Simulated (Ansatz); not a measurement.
# CH7BOSi: single points with varied inputs

How do the results and run time of CH7BOSi respond when the settings are drawn wide?

Method: the settings change from run to run; program: Ansatz 0.2.0, Gaussian basis.

**1. The geometry**

The structure was relaxed beforehand with PBE0-D4 in a triple-zeta def2 set.

SMILES `B[SiH2]OC`, 11 atoms, charge 0, spin multiplicity 1.

Atoms are counted from 1 here; the program's logs count them from 0.

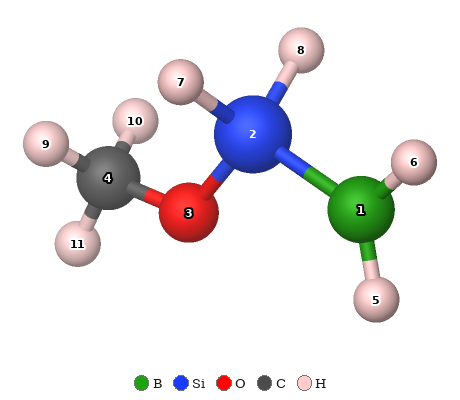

The structure; boron green, silicon blue, oxygen red, carbon dark grey, hydrogen pink; atoms are numbered from 1 in the order of the file.

**2. B3LYP/aug-cc-pVDZ**

Set apart from the defaults: charge -1, multiplicity 2, finite nuclei, a point charge of 1.00 e beside it, D3(BJ) dispersion.

in.yaml reads:

```yaml
crystal:
  periodic: [false, false, false]
  atoms:
    - {symbol: B, position_ang: [-1.709346, 1.465805, -0.828296]}
    - {symbol: Si, position_ang: [-0.630270, 0.228226, 0.312262]}
    - {symbol: O, position_ang: [0.753682, -0.235757, -0.453759]}
    - {symbol: C, position_ang: [1.684156, -1.105786, 0.144204]}
    - {symbol: H, position_ang: [-1.379159, 1.807834, -1.924160]}
    - {symbol: H, position_ang: [-2.743411, 1.890395, -0.400223]}
    - {symbol: H, position_ang: [-0.295733, 0.894352, 1.611981]}
    - {symbol: H, position_ang: [-1.447497, -0.976566, 0.667053]}
    - {symbol: H, position_ang: [2.082839, -0.688948, 1.077090]}
    - {symbol: H, position_ang: [1.236893, -2.082631, 0.364690]}
    - {symbol: H, position_ang: [2.513145, -1.253923, -0.550240]}
basis:
  gaussian: {orbitals: aug-cc-pVDZ, nuclear_model: gaussian, point_charges: [{charge: 1.00, position_ang: [5.715, 0.154, 0.786]}]}
total_charge: -1
magnetization: {spin_polarized: true, initial_magnetization: 1}
hamiltonian: {xc: {name: B3LYP}, dispersion: d3bj}
```

On the command line:

```sh
ansatz run in.yaml --threads 2 --pin off --events-out ev --progress --plain --max-ram 4352MiB
```

The program printed:

```text
Functional definition: B3LYP
  name "B3LYP"
  cite "Stephens, Devlin, Chabalowski & Frisch, J. Phys. Chem. 98, 11623 (1994) doi:10.1021/j100096a001"
  cite "Becke, Phys. Rev. A 38, 3098 (1988) doi:10.1103/PhysRevA.38.3098"
  cite "Lee, Yang & Parr, Phys. Rev. B 37, 785 (1988) doi:10.1103/PhysRevB.37.785"
  cite "Vosko, Wilk & Nusair, Can. J. Phys. 58, 1200 (1980) doi:10.1139/p80-159"
  parameter a0 = 0.2
  parameter ax = 0.72
  parameter ac = 0.81
  exchange = (1 - a0 - ax)*slater_x + ax*b88_x + a0*exact_x
  correlation = (1 - ac)*vwn_rpa_c + ac*lyp_c
1395 factors; their error is unknown
mean field evaluation 1: about -11750.0415 eV, gradient 2.7e1 eV
mean field evaluation 2: about -11731.1299 eV, gradient 4.3e1 eV
mean field evaluation 4: about -11756.2092 eV, gradient 9.2e0 eV
mean field evaluation 8: about -11756.9177 eV, gradient 5.9e-1 eV
mean field evaluation 16: about -11756.9396 eV, gradient 1.9e-3 eV
mean field evaluation 32: about -11753.7610 eV, gradient 1.2e1 eV
mean field -11756.93956606 eV, -432.0595599128 hartree, gradient 3.6e-6 eV, S^2 0.750066; 3 other end points of the search recorded, 0 dependent functions left out
reference -11756.93996026 eV, -432.0595743994 hartree; 21, 20 occupied and 138, 139 virtual orbitals, 1395 factors
Total energy: -11757.27128889 eV, -432.0717505020 hartree
```

Wall time 10 s (2 threads of Arm Neoverse V2, shared host); peak memory 0.49 GiB.

⟨S²⟩ 0.750.

**3. SVWN5/cc-pVTZ-DK**

in.yaml, as its differences from that of step 2:

```diff
@@ -15,5 +15,3 @@
 basis:
-  gaussian: {orbitals: aug-cc-pVDZ, nuclear_model: gaussian, point_charges: [{charge: 1.00, position_ang: [5.715, 0.154, 0.786]}]}
-total_charge: -1
-magnetization: {spin_polarized: true, initial_magnetization: 1}
-hamiltonian: {xc: {name: B3LYP}, dispersion: d3bj}
+  gaussian: {orbitals: cc-pVTZ-DK}
+hamiltonian: {xc: {name: SVWN5}}
```

Launched as before.

The program printed:

```text
Functional definition: SVWN5
  name "SVWN5"
  cite "Dirac, Proc. Camb. Phil. Soc. 26, 376 (1930) doi:10.1017/S0305004100016108"
  cite "Slater, Phys. Rev. 81, 385 (1951) doi:10.1103/PhysRev.81.385"
  cite "Vosko, Wilk & Nusair, Can. J. Phys. 58, 1200 (1980) doi:10.1139/p80-159"
  exchange = slater_x
  correlation = vwn5_c
1234 factors; their error is unknown
mean field evaluation 1: about -11697.5273 eV, gradient 6.3e1 eV
mean field evaluation 2: about -11640.2385 eV, gradient 1.6e2 eV
mean field evaluation 4: about -11706.0231 eV, gradient 9.0e0 eV
mean field evaluation 8: about -11706.2181 eV, gradient 7.1e-2 eV
mean field evaluation 16: about -11706.1701 eV, gradient 3.0e-5 eV
mean field -11706.17006971 eV, -430.1938153347 hartree, gradient 3.0e-5 eV, S^2 0.000000; 0 other end points of the search recorded, 0 dependent functions left out
reference -11706.17011216 eV, -430.1938168947 hartree; 20, 20 occupied and 202, 202 virtual orbitals, 1234 factors
Total energy: -11706.17011216 eV, -430.1938168947 hartree
Relativity: scalar
```

It took 1.4 s on 2 threads of Arm Neoverse V2, shared host.

**4. B2GP-PLYP/ANO-RCC-VTZP**

in.yaml, as its differences from that of step 3:

```diff
@@ -15,3 +15,3 @@
 basis:
-  gaussian: {orbitals: cc-pVTZ-DK}
-hamiltonian: {xc: {name: SVWN5}}
+  gaussian: {orbitals: ANO-RCC-VTZP}
+hamiltonian: {xc: {name: B2GP-PLYP}}
```

Launched as before.

The program printed, shortened:

```text
Functional definition: B2GP-PLYP
  name "B2GP-PLYP"
  cite "Karton, Tarnopolsky, Lamère, Schatz & Martin, J. Phys. Chem. A 112, 12868 (2008) doi:10.1021/jp801805p"
  cite "Becke, Phys. Rev. A 38, 3098 (1988) doi:10.1103/PhysRevA.38.3098"
  cite "Lee, Yang & Parr, Phys. Rev. B 37, 785 (1988) doi:10.1103/PhysRevB.37.785"
[...]
1275 factors; integrals over basis functions are off by at most 1.1e-3 eV
[...]
mean field -11756.65722165 eV, -432.0491839473 hartree, gradient 6.7e-6 eV, S^2 0.000000; 0 other end points of the search recorded, 0 dependent functions left out
8 core orbitals not correlated: weight in the atoms' cores, before any rotation towards them, 1.000 or more for the frozen orbitals, at most 0.000 for the correlated occupied ones
reference -11756.65737402 eV, -432.0491895466 hartree; 12, 12 occupied and 202, 202 virtual orbitals, 1275 factors
second order -19.96527751 eV of doubles, -0.00000000 eV of singles
Total energy: -11763.84487392 eV, -432.3133252962 hartree
Relativity: scalar
```

Run time: 13 s. Hardware: 2 threads of Arm Neoverse V2, shared host; peak memory 0.6 GiB.

**5. revPBE0/6-31G**

This run has charge +1, multiplicity 2.

in.yaml, as its differences from that of step 4:

```diff
@@ -15,3 +15,6 @@
 basis:
-  gaussian: {orbitals: ANO-RCC-VTZP}
-hamiltonian: {xc: {name: B2GP-PLYP}}
+  gaussian: {orbitals: 6-31G}
+total_charge: 1
+magnetization: {spin_polarized: true, initial_magnetization: 1}
+hamiltonian: {xc: {name: revPBE0}}
+output: {forces: true}
```

The command is unchanged.

The program printed, shortened:

```text
Functional definition: revPBE0
  name "revPBE0"
  cite "Zhang & Yang, Phys. Rev. Lett. 80, 890 (1998) doi:10.1103/PhysRevLett.80.890"
  cite "Adamo & Barone, J. Chem. Phys. 110, 6158 (1999) doi:10.1063/1.478522"
  cite "Perdew, Burke & Ernzerhof, Phys. Rev. Lett. 77, 3865 (1996) doi:10.1103/PhysRevLett.77.3865"
[...]
692 factors; integrals over basis functions are off by at most 2.3e-4 eV
[...]
mean field -11735.40496819 eV, -431.2681780379 hartree, gradient 2.2e-6 eV, S^2 0.757182; 5 other end points of the search recorded, 0 dependent functions left out
[...]
reference -11735.40499894 eV, -431.2681791680 hartree; 20, 19 occupied and 34, 35 virtual orbitals, 692 factors
Total energy: -11735.40499894 eV, -431.2681791680 hartree
Atom 0 at    -1.709346     1.465805    -0.828296 Å, force    -0.457589     0.410245    -0.605295 eV/Å
Atom 1 at    -0.630270     0.228226     0.312262 Å, force    -4.893834     2.966552     1.673838 eV/Å
Atom 2 at     0.753682    -0.235757    -0.453759 Å, force     2.965396    -1.889761    -1.475281 eV/Å
Atom 3 at     1.684156    -1.105786     0.144204 Å, force     2.227052    -0.371655    -0.610284 eV/Å
Atom 4 at    -1.379159     1.807834    -1.924160 Å, force     0.152845    -0.109209     0.101433 eV/Å
Atom 5 at    -2.743411     1.890395    -0.400223 Å, force     0.143245    -0.140047     0.161871 eV/Å
Atom 6 at    -0.295733     0.894352     1.611981 Å, force     0.472433    -0.292173     0.323322 eV/Å
Atom 7 at    -1.447497    -0.976566     0.667053 Å, force     0.083416    -0.604805    -0.018603 eV/Å
Atom 8 at     2.082839    -0.688948     1.077090 Å, force    -0.200637     0.066504     0.316172 eV/Å
Atom 9 at     1.236893    -2.082631     0.364690 Å, force    -0.368778    -0.059189     0.133265 eV/Å
Atom 10 at     2.513145    -1.253923    -0.550240 Å, force    -0.123551     0.023537    -0.000438 eV/Å
Dipole moment:     0.229843    -0.381986     0.358765 e Å
```

Run time: 12 s. Hardware: 2 threads of Arm Neoverse V2, shared host.

Largest force 5.963 eV/Å, ⟨S²⟩ 0.757.

**6. B3LYP5/aug-cc-pVTZ**

This run has charge +1, multiplicity 2, a grid of angular degree 11.

in.yaml, as its differences from that of step 5:

```diff
@@ -15,6 +15,5 @@
 basis:
-  gaussian: {orbitals: 6-31G}
+  gaussian: {orbitals: aug-cc-pVTZ, final_grid: {core_spheres: 5, valence_spheres: 4, degree: 11}}
 total_charge: 1
 magnetization: {spin_polarized: true, initial_magnetization: 1}
-hamiltonian: {xc: {name: revPBE0}}
-output: {forces: true}
+hamiltonian: {xc: {name: B3LYP5}}
```

Launched as before.

The program printed, shortened:

```text
Functional definition: B3LYP5
  name "B3LYP5"
  cite "Stephens, Devlin, Chabalowski & Frisch, J. Phys. Chem. 98, 11623 (1994) doi:10.1021/j100096a001"
  cite "Becke, Phys. Rev. A 38, 3098 (1988) doi:10.1103/PhysRevA.38.3098"
  cite "Lee, Yang & Parr, Phys. Rev. B 37, 785 (1988) doi:10.1103/PhysRevB.37.785"
  cite "Vosko, Wilk & Nusair, Can. J. Phys. 58, 1200 (1980) doi:10.1139/p80-159"
[...]
1445 factors; their error is unknown
[...]
mean field -11740.22261354 eV, -431.4452232388 hartree, gradient 1.8e-5 eV, S^2 0.757334; 5 other end points of the search recorded, 0 dependent functions left out
reference -11740.22278368 eV, -431.4452294915 hartree; 20, 19 occupied and 329, 330 virtual orbitals, 1445 factors
Total energy: -11740.22278368 eV, -431.4452294915 hartree
```

It took 34 s on 2 threads of Arm Neoverse V2, shared host; peak memory 1.4 GiB.

⟨S²⟩ 0.757.

**7. PBE0/def2-TZVP**

Options: charge +1, multiplicity 2, restricted open-shell orbitals, atoms shaken by 0.08 Å.

in.yaml reads:

```yaml
crystal:
  periodic: [false, false, false]
  atoms:
    - {symbol: B, position_ang: [-1.704918, 1.494811, -0.846519]}
    - {symbol: Si, position_ang: [-0.696592, 0.289237, 0.365885]}
    - {symbol: O, position_ang: [0.694123, -0.283957, -0.512317]}
    - {symbol: C, position_ang: [1.623281, -1.044244, 0.077319]}
    - {symbol: H, position_ang: [-1.369315, 1.849484, -1.887769]}
    - {symbol: H, position_ang: [-2.830537, 2.035084, -0.364118]}
    - {symbol: H, position_ang: [-0.416056, 0.974016, 1.671078]}
    - {symbol: H, position_ang: [-1.483130, -1.034332, 0.787770]}
    - {symbol: H, position_ang: [2.094872, -0.675732, 1.072595]}
    - {symbol: H, position_ang: [1.101221, -2.076132, 0.543936]}
    - {symbol: H, position_ang: [2.496429, -1.272534, -0.484211]}
basis:
  gaussian: {orbitals: def2-TZVP}
total_charge: 1
magnetization: {spin_polarized: false, initial_magnetization: 1}
hamiltonian: {xc: {name: PBE0}}
output: {forces: true}
```

The command is unchanged.

The program printed, shortened:

```text
Functional definition: PBE0
  name "PBE0"
  cite "Adamo & Barone, J. Chem. Phys. 110, 6158 (1999) doi:10.1063/1.478522"
  cite "Perdew, Burke & Ernzerhof, Phys. Rev. Lett. 77, 3865 (1996) doi:10.1103/PhysRevLett.77.3865"
  parent pbe
[...]
1076 factors; their error is unknown
[...]
mean field -11734.48711158 eV, -431.2344474294 hartree, gradient 2.6e-5 eV, S^2 0.750000; 7 other end points of the search recorded, 0 dependent functions left out
[...]
reference -11734.48714966 eV, -431.2344488290 hartree; 20, 19 occupied and 152, 153 virtual orbitals, 1076 factors
Total energy: -11734.48714966 eV, -431.2344488290 hartree
Atom 0 at    -1.704918     1.494811    -0.846519 Å, force    -2.537173     1.126148     1.362986 eV/Å
Atom 1 at    -0.696592     0.289237     0.365885 Å, force    -1.591462    -0.398415     0.602686 eV/Å
Atom 2 at     0.694123    -0.283957    -0.512317 Å, force    -0.186435    -0.296241     0.635435 eV/Å
Atom 3 at     1.623281    -1.044244     0.077319 Å, force     0.367655    -1.871515     2.951854 eV/Å
Atom 4 at    -1.369315     1.849484    -1.887769 Å, force     0.414835     0.166039    -0.949793 eV/Å
Atom 5 at    -2.830537     2.035084    -0.364118 Å, force     2.044539    -1.154255    -0.672187 eV/Å
Atom 6 at    -0.416056     0.974016     1.671078 Å, force     0.569370    -0.312230    -0.245030 eV/Å
Atom 7 at    -1.483130    -1.034332     0.787770 Å, force     0.754578     0.966263    -0.648218 eV/Å
Atom 8 at     2.094872    -0.675732     1.072595 Å, force    -1.160560    -0.000322    -0.701259 eV/Å
Atom 9 at     1.101221    -2.076132     0.543936 Å, force     1.042540     2.079134    -1.031812 eV/Å
Atom 10 at     2.496429    -1.272534    -0.484211 Å, force     0.282113    -0.304606    -1.304663 eV/Å
Dipole moment:     0.367536    -0.368585     0.284268 e Å
```

Run time: 11 s. Hardware: 2 threads of Arm Neoverse V2, shared host; peak memory 0.51 GiB.

Largest force 3.514 eV/Å.

**8. SPW92/6-31++G****

Set apart from the defaults: finite nuclei, a point charge of 1.00 e beside it.

in.yaml reads:

```yaml
crystal:
  periodic: [false, false, false]
  atoms:
    - {symbol: B, position_ang: [-1.709346, 1.465805, -0.828296]}
    - {symbol: Si, position_ang: [-0.630270, 0.228226, 0.312262]}
    - {symbol: O, position_ang: [0.753682, -0.235757, -0.453759]}
    - {symbol: C, position_ang: [1.684156, -1.105786, 0.144204]}
    - {symbol: H, position_ang: [-1.379159, 1.807834, -1.924160]}
    - {symbol: H, position_ang: [-2.743411, 1.890395, -0.400223]}
    - {symbol: H, position_ang: [-0.295733, 0.894352, 1.611981]}
    - {symbol: H, position_ang: [-1.447497, -0.976566, 0.667053]}
    - {symbol: H, position_ang: [2.082839, -0.688948, 1.077090]}
    - {symbol: H, position_ang: [1.236893, -2.082631, 0.364690]}
    - {symbol: H, position_ang: [2.513145, -1.253923, -0.550240]}
basis:
  gaussian: {orbitals: "6-31++G**", nuclear_model: gaussian, point_charges: [{charge: 1.00, position_ang: [5.835, 0.587, -0.047]}]}
hamiltonian: {xc: {name: SPW92}}
output: {forces: true}
```

Launched as before.

The program printed, shortened:

```text
Functional definition: SPW92
  name "SPW92"
  cite "Dirac, Proc. Camb. Phil. Soc. 26, 376 (1930) doi:10.1017/S0305004100016108"
  cite "Slater, Phys. Rev. 81, 385 (1951) doi:10.1103/PhysRev.81.385"
  cite "Perdew & Wang, Phys. Rev. B 45, 13244 (1992) doi:10.1103/PhysRevB.45.13244"
[...]
1196 factors; their error is unknown
[...]
mean field -11685.56140686 eV, -429.4364609442 hartree, gradient 2.2e-5 eV, S^2 0.000000; 0 other end points of the search recorded, 0 dependent functions left out
[...]
reference -11685.56150187 eV, -429.4364644356 hartree; 20, 20 occupied and 102, 102 virtual orbitals, 1196 factors
Total energy: -11685.56150187 eV, -429.4364644356 hartree
Atom 0 at    -1.709346     1.465805    -0.828296 Å, force     0.228946    -0.261376     0.225357 eV/Å
Atom 1 at    -0.630270     0.228226     0.312262 Å, force    -1.032249     0.491921    -0.026761 eV/Å
Atom 2 at     0.753682    -0.235757    -0.453759 Å, force     1.108348    -0.322140    -0.305871 eV/Å
Atom 3 at     1.684156    -1.105786     0.144204 Å, force    -0.660147     0.485956    -0.271860 eV/Å
Atom 4 at    -1.379159     1.807834    -1.924160 Å, force     0.107793     0.067609    -0.254227 eV/Å
Atom 5 at    -2.743411     1.890395    -0.400223 Å, force    -0.202313     0.061483     0.131896 eV/Å
Atom 6 at    -0.295733     0.894352     1.611981 Å, force     0.150835     0.082260     0.229759 eV/Å
Atom 7 at    -1.447497    -0.976566     0.667053 Å, force    -0.049887    -0.207035     0.064034 eV/Å
Atom 8 at     2.082839    -0.688948     1.077090 Å, force     0.128283     0.171805     0.545704 eV/Å
Atom 9 at     1.236893    -2.082631     0.364690 Å, force    -0.099056    -0.400234     0.100364 eV/Å
Atom 10 at     2.513145    -1.253923    -0.550240 Å, force     0.367893    -0.179925    -0.421785 eV/Å
Dipole moment:    -0.217187    -0.095958     0.137125 e Å
```

Wall time 1.3 s (2 threads of Arm Neoverse V2, shared host).

Largest force 1.194 eV/Å, dipole 1.32 D.

**9. SPW92/def2-mTZVP**

in.yaml, as its differences from that of step 8:

```diff
@@ -15,4 +15,3 @@
 basis:
-  gaussian: {orbitals: "6-31++G**", nuclear_model: gaussian, point_charges: [{charge: 1.00, position_ang: [5.835, 0.587, -0.047]}]}
+  gaussian: {orbitals: def2-mTZVP}
 hamiltonian: {xc: {name: SPW92}}
-output: {forces: true}
```

Launched as before.

The program printed:

```text
Functional definition: SPW92
  name "SPW92"
  cite "Dirac, Proc. Camb. Phil. Soc. 26, 376 (1930) doi:10.1017/S0305004100016108"
  cite "Slater, Phys. Rev. 81, 385 (1951) doi:10.1103/PhysRev.81.385"
  cite "Perdew & Wang, Phys. Rev. B 45, 13244 (1992) doi:10.1103/PhysRevB.45.13244"
  exchange = slater_x
  correlation = pw_c
1032 factors; their error is unknown
mean field evaluation 1: about -11678.1789 eV, gradient 6.5e1 eV
mean field evaluation 2: about -11614.5411 eV, gradient 1.6e2 eV
mean field evaluation 4: about -11686.9984 eV, gradient 9.2e0 eV
mean field evaluation 8: about -11687.2073 eV, gradient 2.9e-1 eV
mean field evaluation 16: about -11687.1596 eV, gradient 1.5e-4 eV
mean field -11687.15961847 eV, -429.4951941373 hartree, gradient 8.5e-5 eV, S^2 0.000000; 0 other end points of the search recorded, 0 dependent functions left out
reference -11687.15966520 eV, -429.4951958546 hartree; 20, 20 occupied and 85, 85 virtual orbitals, 1032 factors
Total energy: -11687.15966520 eV, -429.4951958546 hartree
```

It took 0.75 s on 2 threads of Arm Neoverse V2, shared host.

**10. wPBEh/def2-SVP**

Options: multiplicity 3, atoms shaken by 0.03 Å.

in.yaml reads:

```yaml
crystal:
  periodic: [false, false, false]
  atoms:
    - {symbol: B, position_ang: [-1.749106, 1.503586, -0.847987]}
    - {symbol: Si, position_ang: [-0.618043, 0.253149, 0.339561]}
    - {symbol: O, position_ang: [0.811572, -0.246643, -0.461690]}
    - {symbol: C, position_ang: [1.707952, -1.065145, 0.161276]}
    - {symbol: H, position_ang: [-1.382718, 1.845121, -1.944024]}
    - {symbol: H, position_ang: [-2.762177, 1.835230, -0.463565]}
    - {symbol: H, position_ang: [-0.314959, 0.878967, 1.633630]}
    - {symbol: H, position_ang: [-1.410767, -1.016153, 0.673960]}
    - {symbol: H, position_ang: [2.056313, -0.676512, 1.101565]}
    - {symbol: H, position_ang: [1.247885, -2.081595, 0.360221]}
    - {symbol: H, position_ang: [2.514421, -1.285813, -0.600919]}
basis:
  gaussian: {orbitals: def2-SVP}
magnetization: {spin_polarized: true, initial_magnetization: 2}
hamiltonian: {xc: {name: wPBEh}}
output: {forces: true}
```

Launched as before.

The program printed, shortened:

```text
Functional definition: wPBEh
  name "wPBEh"
  cite "Heyd, Scuseria & Ernzerhof, J. Chem. Phys. 118, 8207 (2003) doi:10.1063/1.1564060"
  cite "Krukau, Vydrov, Izmaylov & Scuseria, J. Chem. Phys. 125, 224106 (2006) doi:10.1063/1.2404663"
  cite "Heyd & Scuseria, J. Chem. Phys. 120, 7274 (2004) doi:10.1063/1.1668634"
  cite "Ernzerhof & Perdew, J. Chem. Phys. 109, 3313 (1998) doi:10.1063/1.476928"
  cite "Perdew, Burke & Ernzerhof, Phys. Rev. Lett. 77, 3865 (1996) doi:10.1103/PhysRevLett.77.3865"
  parent pbe
[...]
949 factors; integrals over basis functions are off by at most 1.2e-3 eV
94 factors; integrals over basis functions are off by at most 5.4e-7 eV
[...]
mean field -11735.20917668 eV, -431.2609828326 hartree, gradient 8.5e-5 eV, S^2 2.005322; 1 other end points of the search recorded, 0 dependent functions left out
[...]
Atom 1 at    -0.618043     0.253149     0.339561 Å, force     1.062844    -1.534516    -0.964004 eV/Å
Atom 2 at     0.811572    -0.246643    -0.461690 Å, force    -2.719990     1.905777     0.196208 eV/Å
Atom 3 at     1.707952    -1.065145     0.161276 Å, force     0.493227    -2.581602    -1.298697 eV/Å
Atom 4 at    -1.382718     1.845121    -1.944024 Å, force     1.102218    -0.589276    -0.006937 eV/Å
Atom 5 at    -2.762177     1.835230    -0.463565 Å, force    -1.783128     0.044849     1.780870 eV/Å
Atom 6 at    -0.314959     0.878967     1.633630 Å, force     0.200877     0.573156     0.366949 eV/Å
Atom 7 at    -1.410767    -1.016153     0.673960 Å, force    -0.015473     0.417040    -0.345541 eV/Å
Atom 8 at     2.056313    -0.676512     1.101565 Å, force     0.757623     0.379453     0.741131 eV/Å
Atom 9 at     1.247885    -2.081595     0.360221 Å, force     0.316123     0.584056     0.085631 eV/Å
Atom 10 at     2.514421    -1.285813    -0.600919 Å, force    -0.199413     0.356176     1.055077 eV/Å
Dipole moment:     0.269503    -0.339486     0.427099 e Å
```

Wall time 3.6 s (2 threads of Arm Neoverse V2, shared host).

Largest force 3.327 eV/Å, dipole 2.92 D, ⟨S²⟩ 2.005.

**11. All runs side by side**

| level | charge | multiplicity | geometry | functions | energy (eV) | time |
| --- | --- | --- | --- | --- | --- | --- |
| B3LYP/aug-cc-pVDZ | -1 | 2 | relaxed, point charge | 159 | -11757.271 | 10 s |
| SVWN5/cc-pVTZ-DK | 0 | 1 | relaxed | 222 | -11706.170 | 1.4 s |
| B2GP-PLYP/ANO-RCC-VTZP | 0 | 1 | relaxed | 222 | -11763.845 | 13 s |
| revPBE0/6-31G | 1 | 2 | relaxed | 54 | -11735.405 | 12 s |
| B3LYP5/aug-cc-pVTZ | 1 | 2 | relaxed | 349 | -11740.223 | 34 s |
| PBE0/def2-TZVP | 1 | 2 | shaken | 172 | -11734.487 | 11 s |
| SPW92/6-31++G** | 0 | 1 | relaxed, point charge | 122 | -11685.562 | 1.3 s |
| SPW92/def2-mTZVP | 0 | 1 | relaxed | 105 | -11687.160 | 0.75 s |
| wPBEh/def2-SVP | 0 | 3 | shaken | 95 | -11735.209 | 3.6 s |

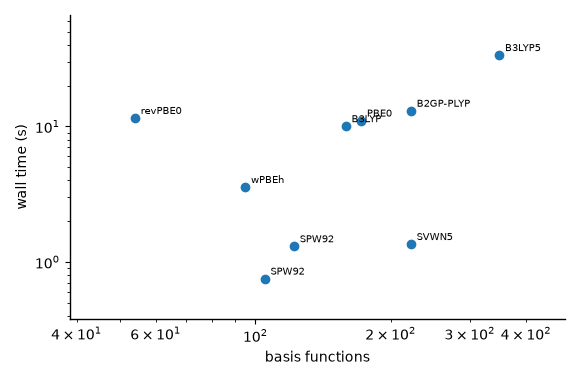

Wall time against the number of basis functions (shared host).

**12. Results**

```
                                         quantity                     value
                                             runs                         9
                                         quickest  SPW92/def2-mTZVP, 0.75 s
                                          slowest  B3LYP5/aug-cc-pVTZ, 34 s
spread of total energies, same state and geometry                   76.7 eV
```

B3LYP5/aug-cc-pVTZ took 45 times as long as SPW92/def2-mTZVP. The jobs differ in tasks and options as well as level. Total energies at one charge and spin differ by 77 eV between levels, so only differences within one level mean anything. Some of these runs are scalar-relativistic and others not, which shifts the totals of all-electron atoms past neon by eV; core potentials, where a basis has them, take the core out of the total altogether.
